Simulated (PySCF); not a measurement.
**H₁₀OSSi₄: electronic excitations**

Aim: predict the electronic excitations of H₁₀OSSi₄ (`[SiH3]O[SiH2][SiH2]S[SiH3]`).

Programs: PySCF 2.14.0, with density-fitted response routines of our own. Each step states its level of theory. These are calculated values for one molecule in the gas phase, unless marked as measured. Atoms count from 0, in the outputs and in this text.

## 1. Starting geometry

16 atoms, charge 0, multiplicity 1; geometry from: GFN2-xTB.

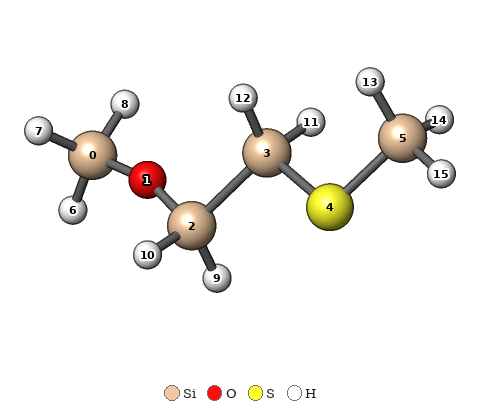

The starting geometry (silicon light orange, oxygen red, sulfur yellow, hydrogen white), atoms numbered.

## 2. TDDFT and polarisability: CAM-B3LYP/def2-SVPD

What the job is given:

```
{"job": {"kind": "uv", "xc": "CAM-B3LYP", "basis": "def2-SVPD", "nstates": 8, "ntriplets": 3}, "charge": 0, "multiplicity": 1}
Si    -3.852981     0.019220     0.245964
O     -2.300491    -0.410756     0.402971
Si    -0.953853    -1.284416     0.646342
Si     0.692581     0.270174     0.272758
S      2.576290    -0.749623     0.577095
Si     4.048650     0.713165     0.066392
H     -4.632029    -1.161351    -0.118453
H     -4.260941     0.559652     1.539675
H     -3.842389     1.026446    -0.811571
H     -1.009645    -2.408844    -0.295358
H     -1.046774    -1.833105     2.004132
H      0.786983     0.850543    -1.075382
H      0.749080     1.438835     1.163400
H      3.824658     1.899836     0.882225
H      3.910856     1.029989    -1.349697
H      5.302407     0.049180     0.373064
```

Method: TDDFT CAM-B3LYP/def2-SVPD, vertical, gas phase, core orbitals frozen in the response.

The run is started by

```
$ OMP_NUM_THREADS=1 python probes_run.py task.json out
```

The driver reads the jobs from task.json and runs them one after another.

Predict these results of the whole session: lowest singlet (CAM-B3LYP/def2-SVPD); brightest single state of those computed; lowest triplet.

As calculated:

```
                                quantity                        value
    lowest singlet (CAM-B3LYP/def2-SVPD)  5.39 eV (230 nm), f = 0.006
brightest single state of those computed  state 6, 6.79 eV, f = 0.037
                          lowest triplet                      5.10 eV
```

The first singlet state (HOMO→LUMO 0.87, HOMO→LUMO+1 0.09) lies at 5.39 eV and is weak; of the 8 states computed, the strongest absorption comes from states 6 to 7 together at 6.79 eV. The lowest triplet lies 0.29 eV below the lowest singlet (triplets in Tamm-Dancoff, singlets in full TDDFT).
